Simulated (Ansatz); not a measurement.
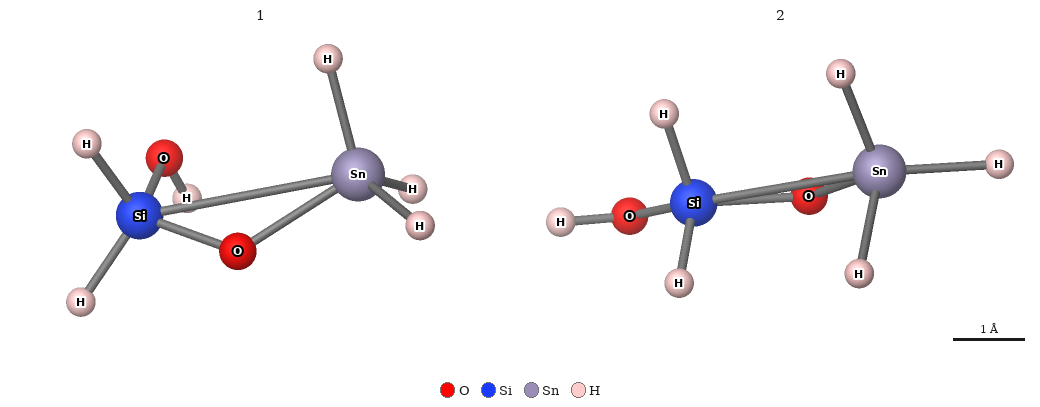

Two geometries of SnSiH6O2 (coarse preliminary run), drawn at one scale. One is the start of a relaxation, the other its converged end. The picture is a ball-and-stick view, seen at a tilt.

Level of theory: RKS PBE-D4/def2-SVP in Ansatz. Settings: force threshold 0.03 eV/Å; at most 200 steps.

**Which one is relaxed?**

Structure 1 is the relaxed one. The start comes from a force field. An H atom moves most after the best rigid fit: 2.21 Å. Largest moves by element: H 2.21 Å, O 1.98 Å, Si 0.67 Å, Sn 0.07 Å. Among the contacts that change: Si–Sn 2.964 → 3.257 Å, H–Sn 1.825 → 1.723 Å, H–O 1.029 → 0.974 Å, O–Si 1.711 → 1.666 Å. Bond angles that change, for instance: Si–O–Sn 103.7° → 123.5°, Si–O–H 106.4° → 114.5°, O–Si–H 109.0° → 103.4°. Groups turn about O–Si by about 105°. The energy falls by 14.2 kcal/mol in 28 accepted moves (34 points after the start). Largest force component: 2.3 eV/Å at the start, 0.024 eV/Å at the end. The line search rejected the trial steps at points 5, 10, 15, 18, 22, 26 of the run. The forces were under the threshold at step 27, but the run went on from there. Cost: 39 s on 4 threads of Arm Neoverse V1, on a shared host.
